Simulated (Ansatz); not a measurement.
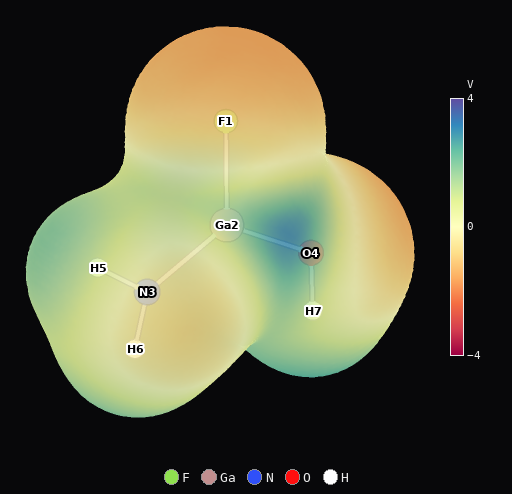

Figure 1: FGaH3NO (SMILES [NH2][Ga]([OH])[F]). The electrostatic potential painted on the density surface at 0.002 e/bohr³, seen at a tilt; the colour scale runs from red (negative) to blue (positive).

Geometry: B3LYP-D3(BJ)/def2-SVP.

Theory: Ansatz 0.2.0, isolated molecule in a Gaussian basis; Kohn-Sham density functional theory, functional PBE0.

```xyz
7

F     0.2987   -1.2601   -4.9948
Ga   -0.5534   -1.1358   -3.4687
N    -2.3376   -0.8529   -3.5307
O     0.4877   -1.2262   -2.0281
H    -2.8416   -0.9558   -4.4051
H    -2.9436   -0.9673   -2.7262
H     0.0172   -1.1100   -1.1930
```

Q: Describe the electrostatic potential map.

A: The most negative region (about −1.6 V, or −37 kcal/mol for a unit charge) lies over F1 and O4, the most positive (about +3.0 V, or +69 kcal/mol for a unit charge) over Ga2.

Q: What dipole moment does the calculation give?

A: Its dipole moment is 3.92 D.
